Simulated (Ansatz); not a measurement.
# Run report: TiSiH₃OF₃, molecular dynamics (part 5 of 5)

Continued. System: TiSiH₃OF₃. Method: RKS PBE0-D4/def2-SVP (Ansatz 0.2.0). It belongs to a series of runs on one base structure; here: dynamics from the start.

Geometry of the input (Å):
```
Ti -0.0268  -0.0249  -0.1393
O  -0.7310  -0.2235  1.4492
Si -1.4196  -0.4216  2.9670
H  -2.6659  -1.2251  2.8231
H  -0.4460  -1.1313  3.8431
H  -1.7336  0.9227  3.5268
F  1.6967  0.1216  0.0011
F  -0.6666  1.4056  -0.8849
F  -0.4083  -1.4041  -1.1212
```

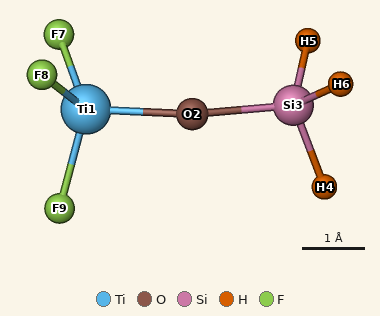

Figure 1. The geometry at step 150 of the log (ball-and-stick view, seen on its broad side; atoms are numbered from 1 in the order of the input).

Trajectory as extended XYZ, continued:
```
9
Properties=species:S:1:pos:R:3:forces:R:3 step=148 time_fs=74.0 energy=-41215.50657 temperature=244.7
Ti   -0.1255   -0.0763   -0.2035    0.2327   1.5651   0.4787
O    -1.0966   -0.1581    1.2527    0.2157  -0.1351   0.7267
Si   -1.4927   -0.5203    2.8676   -0.1461  -0.6592  -0.4172
H    -2.1523   -1.8921    2.9224    0.2367   0.5103  -0.1198
H    -0.2717   -0.5452    3.7071    0.2288   0.0096  -0.0443
H    -2.4099    0.4897    3.4233   -0.2116   0.2621  -0.0694
F     1.6045   -0.0095    0.1395   -0.7405  -0.3632  -0.1305
F    -0.4886    1.4702   -0.9495    0.0744  -0.6755   0.1257
F    -0.7037   -1.3835   -1.1532    0.1098  -0.5140  -0.5499
9
Properties=species:S:1:pos:R:3:forces:R:3 step=150 time_fs=75.0 energy=-41215.50279 temperature=255.8
Ti   -0.1287   -0.0765   -0.2056    0.1534   1.6534   0.7523
O    -1.1057   -0.1619    1.2582    0.3982  -0.0512   0.3568
Si   -1.4934   -0.5206    2.8668   -0.4006  -0.7187  -0.2660
H    -2.1521   -1.8993    2.9184    0.2908   0.5730  -0.1006
H    -0.2794   -0.5328    3.7086    0.3073  -0.0019   0.0011
H    -2.4265    0.4777    3.4323   -0.1417   0.2069  -0.1197
F     1.6009   -0.0160    0.1338   -0.7375  -0.3558  -0.1263
F    -0.4866    1.4709   -0.9523    0.0697  -0.6952   0.1340
F    -0.7020   -1.3820   -1.1517    0.0604  -0.6106  -0.6315
```

Key numbers:

```tsv
quantity	value
outcome	finished
mean temperature over the second half	229 K
trajectory	150 steps, 75 fs
ensemble	nvt_langevin
temperature in the input	300.0 K
time step	0.5 fs
potential energy (last step)	−41215.5029 eV
mean-field energy (last step)	−41215.3359 eV
largest force (length of the vector) (last step)	1.823 eV/Å
wall time	11 min (CPU time 21 min)
peak memory	0.32 GiB
```

Notes:

So short a trajectory is not equilibrated. The logged temperature at the start can lie below the typed one, since it is counted over all degrees of freedom.
